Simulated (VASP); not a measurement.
Band structure of CsCl (CsCl type). All values below come from vdW-DF-cx, VASP's PBE PAW potentials (set 64) (plane waves; VASP).

Unless said otherwise, spin-orbit coupling is left out, though it shifts the bands of the heavy elements here.

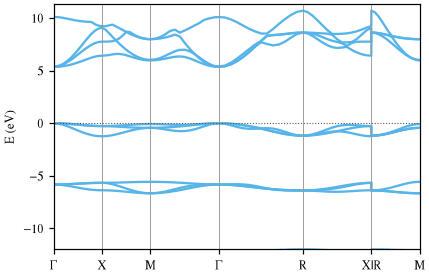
*Bands along high-symmetry lines, zero at the valence-band maximum or, without a gap, the Fermi level*

**Question.** Read the plot: is there a gap, and where are the band edges?

**Answer.** The gap is direct, 5.36 eV, from the valence maximum at Γ to the conduction minimum at Γ. (Edges off the drawn lines would not show.)

Measured: gap 8.35 eV at 80 K (computed value off by -2.99 eV), as given by Wikipedia, Caesium chloride.

The compound is CsCl in the CsCl type structure. It was relaxed first.
